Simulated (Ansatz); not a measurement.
The starting structures come from a database of crystals and need not be the phases stable at ambient conditions.

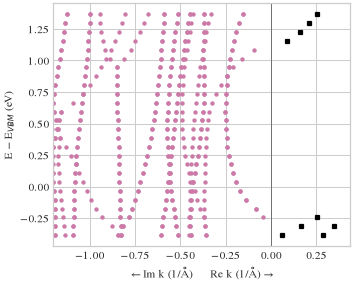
Complex bands at the centre of the two-dimensional zone; PBEsol in Ansatz (a first-principles code)

The gap is the functional's own, uncorrected, and κ follows it; spin-orbit coupling is left out. Mid-gap values are interpolated between the computed energies.

Task: This is Sr₃Co(CN)₃ (P6_3/m, not sure to be the ambient phase, 20 atoms a cell, 17.9 Å³ an atom, -3 GPa at this level) along the normal of (100). Read off the slowest decay at the centre of the two-dimensional zone at 0.59 eV, the computed energy nearest the middle of the gap.

Result: κ ≈ 0.25 1/Å, a decay length 1/(2κ) of the density of 2.0 Å.
